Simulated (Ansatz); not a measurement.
AlB2H4Cl: geometry relaxation (part 2 of 2)

Continued. System: AlB2H4Cl, SMILES [BH2][AlH][BH]Cl. Method: RKS PBE0-D4/def2-TZVP (Ansatz 0.2.0). 

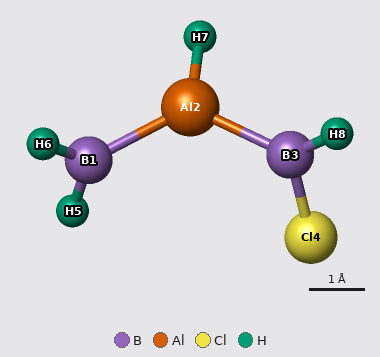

Fig. 1: The geometry at step 15 of the log (ball-and-stick view, seen at a tilt; atoms are numbered from 1 in the order of the input).

## Trajectory as extended XYZ, continued
```
8
Properties=species:S:1:pos:R:3:forces:R:3 step=7 energy=-20527.36961
B    -1.2863    1.3045    0.4405    0.0094   0.0420   0.0417
Al    0.5984    0.5404   -0.3064   -0.0414   0.0180  -0.0479
B     0.9984   -1.5830   -0.2309    0.0711  -0.0553   0.0362
Cl   -0.3137   -2.6540    0.2230    0.0157   0.0253  -0.0273
H    -2.1917    0.5720    0.7326    0.0134   0.0250  -0.0525
H    -1.5087    2.4753    0.5969    0.0310  -0.0598   0.0200
H     1.6818    1.5064   -0.9831   -0.0502  -0.0349   0.0084
H     2.0218   -2.1616   -0.4726   -0.0490   0.0397   0.0214
8
Properties=species:S:1:pos:R:3:forces:R:3 step=8 energy=-20527.39391
B    -1.2771    1.3200    0.4584    0.0015   0.0567   0.1098
Al    0.5793    0.5287   -0.3052    0.0069   0.0602  -0.1400
B     1.0116   -1.5850   -0.1890    0.1461  -0.0060   0.0237
Cl   -0.3160   -2.6859    0.1126   -0.0179  -0.0046  -0.0215
H    -2.2189    0.6008    0.6596    0.0004   0.0742  -0.0782
H    -1.4500    2.4837    0.7172    0.0284  -0.1357   0.0211
H     1.6036    1.4736   -1.1067   -0.0858  -0.0836   0.0343
H     2.0675   -2.1360   -0.3469   -0.0796   0.0390   0.0507
8
Properties=species:S:1:pos:R:3:forces:R:3 step=9 energy=-20527.40968
B    -1.2749    1.3244    0.4700    0.0332   0.0785   0.0824
Al    0.5723    0.5266   -0.3101   -0.0429   0.0209  -0.1279
B     1.0170   -1.5823   -0.1752    0.2054   0.0055   0.0364
Cl   -0.3095   -2.6971    0.0644   -0.0509  -0.0244  -0.0224
H    -2.2380    0.6235    0.6268    0.0039   0.0527  -0.0797
H    -1.4272    2.4800    0.7735    0.0367  -0.1326   0.0329
H     1.5750    1.4478   -1.1611   -0.0835  -0.0535   0.0265
H     2.0854   -2.1229   -0.2881   -0.1019   0.0530   0.0518
8
Properties=species:S:1:pos:R:3:forces:R:3 step=10 energy=-20527.42927
B    -1.2692    1.3317    0.4773    0.0548   0.0945   0.1040
Al    0.5632    0.5217   -0.3167   -0.0729   0.0182  -0.1276
B     1.0214   -1.5813   -0.1553    0.2512   0.0238   0.0262
Cl   -0.3026   -2.7114    0.0094   -0.0600  -0.0298  -0.0226
H    -2.2492    0.6456    0.5876   -0.0069   0.0604  -0.0857
H    -1.3998    2.4750    0.8375    0.0379  -0.1657   0.0209
H     1.5342    1.4268   -1.2198   -0.0768  -0.0562   0.0225
H     2.1018   -2.1081   -0.2201   -0.1274   0.0548   0.0624
8
Properties=species:S:1:pos:R:3:forces:R:3 step=11 energy=-20527.45282
B    -1.2630    1.3360    0.4874    0.0621   0.0971   0.0959
Al    0.5534    0.5171   -0.3246   -0.0920   0.0063  -0.1304
B     1.0279   -1.5784   -0.1389    0.2763   0.0375   0.0426
Cl   -0.2926   -2.7200   -0.0442   -0.0664  -0.0386  -0.0288
H    -2.2641    0.6732    0.5443    0.0064   0.0706  -0.0834
H    -1.3688    2.4628    0.9045    0.0336  -0.1776   0.0213
H     1.4913    1.4036   -1.2798   -0.0775  -0.0521   0.0238
H     2.1159   -2.0943   -0.1486   -0.1424   0.0568   0.0590
8
Properties=species:S:1:pos:R:3:forces:R:3 step=12 energy=-20527.47947
B    -1.2557    1.3431    0.4956    0.0807   0.1051   0.1091
Al    0.5418    0.5120   -0.3337   -0.1049   0.0009  -0.1335
B     1.0332   -1.5751   -0.1183    0.2837   0.0508   0.0365
Cl   -0.2778   -2.7321   -0.1035   -0.0573  -0.0335  -0.0294
H    -2.2746    0.7056    0.4983    0.0003   0.0771  -0.0806
H    -1.3382    2.4468    0.9766    0.0290  -0.1965   0.0047
H     1.4442    1.3763   -1.3431   -0.0778  -0.0555   0.0303
H     2.1271   -2.0767   -0.0719   -0.1536   0.0515   0.0630
8
Properties=species:S:1:pos:R:3:forces:R:3 step=13 energy=-20527.54141
B    -1.2321    1.3358    0.5220   -0.1719  -0.0787  -0.0943
Al    0.5090    0.4922   -0.3751    0.0085   0.0109  -0.1158
B     1.0638   -1.5646   -0.1022   -0.0116   0.0376   0.1190
Cl   -0.2512   -2.7264   -0.1937    0.0592   0.0033  -0.0537
H    -2.3117    0.7977    0.3825    0.2507   0.1890   0.0184
H    -1.2449    2.3700    1.1322   -0.0059  -0.1057   0.0847
H     1.3289    1.3526   -1.4578   -0.0923  -0.0648   0.0269
H     2.1382   -2.0573    0.0921   -0.0368   0.0083   0.0150
8
Properties=species:S:1:pos:R:3:forces:R:3 step=14 energy=-20527.56600
B    -1.2169    1.3667    0.5081    0.1436   0.3054   0.4903
Al    0.4693    0.4812   -0.4099    0.0898   0.0696  -0.0511
B     1.0567   -1.5486   -0.0053   -0.0917  -0.1131  -0.3921
Cl   -0.2009   -2.7611   -0.3218    0.3278   0.2504   0.1389
H    -2.2915    0.8878    0.2823   -0.1403   0.1303  -0.0214
H    -1.1956    2.2979    1.3067   -0.0475  -0.4770  -0.4028
H     1.2326    1.2761   -1.5876   -0.0789  -0.1537   0.0774
H     2.1463   -1.9999    0.2275   -0.2028  -0.0119   0.1610
8
Properties=species:S:1:pos:R:3:forces:R:3 step=15 energy=-20527.61507
B    -1.2114    1.3561    0.5447    0.0046   0.2631   0.1862
Al    0.4584    0.4787   -0.4092   -0.0073   0.0451  -0.2704
B     1.0811   -1.5090   -0.0110    0.0277  -0.2094   0.0060
Cl   -0.1290   -2.7250   -0.4344    0.1567   0.0790   0.0420
H    -2.3263    1.0311    0.2257    0.0756   0.0271   0.0279
H    -1.1551    2.1911    1.4215   -0.0191  -0.2307  -0.1880
H     1.1556    1.1367   -1.7072   -0.1060   0.0152   0.1671
H     2.1267   -1.9596    0.3700   -0.1322   0.0105   0.0293
8
Properties=species:S:1:pos:R:3:forces:R:3 step=16 energy=-20527.62385
B    -1.1917    1.3783    0.5186   -0.0935  -0.1813   0.3757
Al    0.4360    0.4612   -0.4690    0.0869   0.1934  -0.3229
B     1.0843   -1.5180   -0.0384    0.0184  -0.2178   0.3307
Cl   -0.0884   -2.7660   -0.4665    0.1590   0.0565  -0.0245
H    -2.3222    1.0682    0.2290    0.1263   0.1486  -0.0314
H    -1.0982    2.1241    1.4653   -0.0134  -0.0524  -0.2407
H     1.0996    1.1928   -1.7418   -0.0520  -0.0569   0.1118
H     2.0806   -1.9406    0.5027   -0.2317   0.1098  -0.1987
8
Properties=species:S:1:pos:R:3:forces:R:3 step=17 energy=-20527.64707
B    -1.1938    1.3928    0.5464   -0.1253  -0.0180   0.1267
Al    0.3948    0.4401   -0.4687    0.0534  -0.0556  -0.1015
B     1.0673   -1.5449   -0.0216    0.0749  -0.0871   0.1157
Cl    0.0391   -2.8585   -0.5897    0.0788   0.0859   0.0177
H    -2.3408    1.1594    0.2558    0.1118   0.0415  -0.0014
H    -1.0645    2.1715    1.4550    0.0239  -0.0534  -0.0830
H     1.0452    1.1624   -1.7434   -0.0122  -0.0226   0.0448
H     2.0527   -1.9227    0.5662   -0.2052   0.1092  -0.1191
8
Properties=species:S:1:pos:R:3:forces:R:3 step=18 energy=-20527.65397
B    -1.1643    1.3647    0.5581   -0.0641   0.0984  -0.0035
Al    0.3762    0.4316   -0.5324   -0.0557   0.0025   0.0345
B     1.0291   -1.5151    0.0032    0.1113  -0.0297  -0.0403
Cl    0.1300   -2.8589   -0.6803    0.0028  -0.0411   0.0279
H    -2.3170    1.2203    0.2526   -0.0017  -0.0158   0.0369
H    -0.9841    2.0650    1.5161    0.0006  -0.0172  -0.0022
H     0.9864    1.1275   -1.8257    0.0592   0.0375  -0.0578
H     1.9436   -1.8351    0.7084   -0.0524  -0.0345   0.0045
8
Properties=species:S:1:pos:R:3:forces:R:3 step=19 energy=-20527.65336 accepted=F
B    -1.1782    1.3818    0.5558    0.0149  -0.0765  -0.0300
Al    0.3750    0.4366   -0.5302    0.0235   0.0386   0.0183
B     1.0292   -1.5283   -0.0201   -0.0251  -0.0719   0.0453
Cl    0.1301   -2.8737   -0.7089    0.0134   0.0371  -0.0102
H    -2.3297    1.1002    0.3666   -0.0131   0.0467  -0.0060
H    -0.9901    2.1968    1.4151    0.0064  -0.0041   0.0159
H     1.0475    1.1621   -1.7854   -0.0212  -0.0180  -0.0092
H     1.9162   -1.8755    0.7069    0.0011   0.0480  -0.0242
8
Properties=species:S:1:pos:R:3:forces:R:3 step=20 energy=-20527.65836
B    -1.1781    1.3826    0.5571   -0.0097  -0.0068  -0.0128
Al    0.3577    0.4230   -0.5328   -0.0084   0.0107   0.0116
B     1.0325   -1.5297   -0.0094   -0.0048  -0.0119  -0.0066
Cl    0.1731   -2.8924   -0.7084    0.0010  -0.0052   0.0011
H    -2.3385    1.2241    0.2936   -0.0006   0.0026   0.0084
H    -0.9710    2.1068    1.4911    0.0061   0.0019   0.0028
H     0.9976    1.1313   -1.8124    0.0118   0.0040  -0.0082
H     1.9266   -1.8457    0.7211    0.0047   0.0048   0.0037
8
Properties=species:S:1:pos:R:3:forces:R:3 step=21 energy=-20527.65855
B    -1.1816    1.3822    0.5553    0.0022   0.0024  -0.0018
Al    0.3550    0.4222   -0.5336   -0.0130   0.0018  -0.0066
B     1.0293   -1.5319   -0.0115    0.0024   0.0001   0.0046
Cl    0.1811   -2.8988   -0.7149    0.0010  -0.0032   0.0004
H    -2.3449    1.2235    0.3062    0.0022  -0.0003   0.0007
H    -0.9632    2.1123    1.4825   -0.0001  -0.0012   0.0028
H     1.0034    1.1327   -1.8090    0.0052   0.0009   0.0018
H     1.9210   -1.8421    0.7249    0.0001  -0.0005  -0.0019
8
Properties=species:S:1:pos:R:3:forces:R:3 step=22 energy=-20527.65861
B    -1.1824    1.3833    0.5552   -0.0028   0.0005  -0.0027
Al    0.3492    0.4197   -0.5372    0.0052   0.0048   0.0040
B     1.0285   -1.5324   -0.0120   -0.0054  -0.0006  -0.0023
Cl    0.1878   -2.9045   -0.7143    0.0009  -0.0036   0.0010
H    -2.3463    1.2355    0.3030   -0.0008  -0.0009   0.0018
H    -0.9604    2.1046    1.4886    0.0020  -0.0015  -0.0010
H     1.0029    1.1315   -1.8093    0.0004  -0.0008   0.0001
H     1.9206   -1.8377    0.7259    0.0005   0.0021  -0.0009
8
Properties=species:S:1:pos:R:3:forces:R:3 step=23 energy=-20527.65863
B    -1.1833    1.3831    0.5547    0.0014   0.0009  -0.0013
Al    0.3491    0.4201   -0.5374   -0.0019   0.0043   0.0001
B     1.0270   -1.5324   -0.0131   -0.0009  -0.0047   0.0012
Cl    0.1883   -2.9064   -0.7137    0.0007  -0.0005   0.0008
H    -2.3478    1.2347    0.3054    0.0008  -0.0008   0.0002
H    -0.9590    2.1050    1.4871   -0.0002  -0.0011   0.0000
H     1.0059    1.1318   -1.8078    0.0002   0.0010  -0.0002
H     1.9200   -1.8359    0.7248    0.0000   0.0009  -0.0008
```

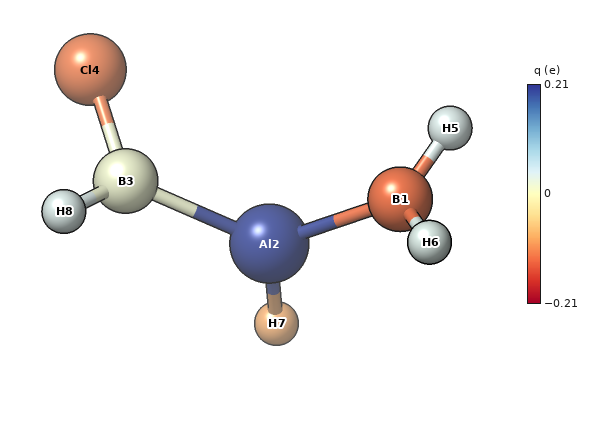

Fig. 2: Mulliken charges, as the colour of each atom (ball-and-stick view, seen at a tilt; atoms are numbered from 1 in the order of the input). By element: B −0.12 to +0.01, Al +0.20, Cl −0.11 and H −0.09 to +0.04 e.

The run was set up as follows.

## Input
```yaml
crystal:
  periodic: [false, false, false]
  atoms:
    - {symbol: B, position_ang: [-1.294130, 1.180410, 0.432810]}
    - {symbol: Al, position_ang: [0.546750, 0.440170, -0.254430]}
    - {symbol: B, position_ang: [1.197500, -1.561180, -0.344350]}
    - {symbol: Cl, position_ang: [-0.302590, -2.132100, 0.278580]}
    - {symbol: H, position_ang: [-2.231760, 0.594980, 0.845430]}
    - {symbol: H, position_ang: [-1.444560, 2.352380, 0.407880]}
    - {symbol: H, position_ang: [1.552010, 1.536980, -0.777700]}
    - {symbol: H, position_ang: [1.976770, -2.411660, -0.588220]}
basis:
  gaussian: {orbitals: def2-TZVP}
hamiltonian: {xc: pbe0, dispersion: d4}
relax: {f_tol: 0.005, max_steps: 200}
```

Launched with:
```bash
ansatz run in.yaml --threads 2 --pin off --events-out ev --progress --plain --max-ram 4352MiB
```

## Key numbers

- outcome: converged
- total energy: −20527.6587 eV
- mean-field energy: −20527.5354 eV
- dispersion energy: −0.1232 eV
- SCF solution under orbital rotations: stable
- largest force (length of the vector) at the end: 0.005 eV/Å
- dipole moment: 0.73 D
- hardware: 2 threads of Arm Neoverse V2, 95 GiB of memory available, shared host
- wall time: 63 s (CPU time 2 min)
- peak memory: 0.34 GiB
